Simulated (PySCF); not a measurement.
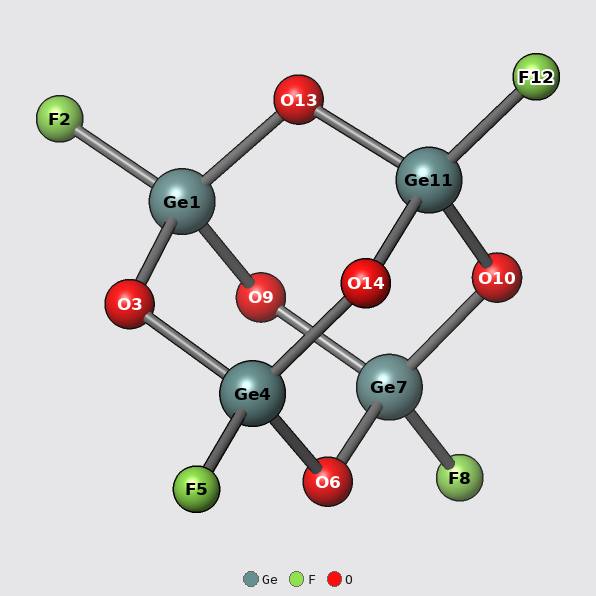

The atoms are numbered. The computed structure is the end point of a PBE0-D3(BJ)/def2-SVP optimisation. No frequency run is at hand to confirm it as a minimum.

Estimate the angles F2–Ge1–O3, O3–Ge1–O9, Ge1–O3–Ge4.

```csv
angle,degrees
F2–Ge1–O3,111.7
O3–Ge1–O9,107.0
Ge1–O3–Ge4,114.2
```
